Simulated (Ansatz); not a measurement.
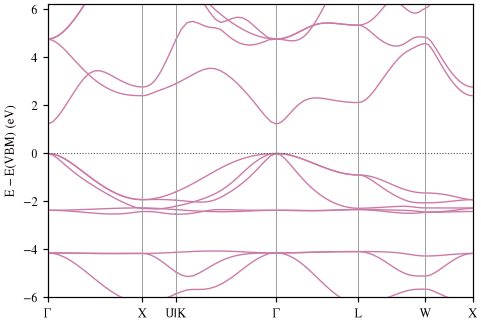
Fig. 1. Band structure from LDA in the plane-wave PAW code Ansatz

Q: Read off the gap and where the band edges lie.

A: About 1.2 eV (1.23 eV by a search for the band edges); maximum at Γ, minimum at Γ.

Q: Which compound is it?
A. BeS, zinc blende
B. InP, zinc blende
C. CuI, zinc blende
D. BeTe, zinc blende

A: C, CuI, zinc blende

Space group F-43m (zinc blende). Symmetry was held in the LDA relaxation. No spin polarisation was allowed. Scalar-relativistic: spin–orbit coupling is off unless named, which matters more the heavier the elements.

Potentials: the earlier of the program's two PAW sets. The files were generated under PBE; for other functionals the program regenerates the frozen cores, and for LDA and PBEsol the local potential too.
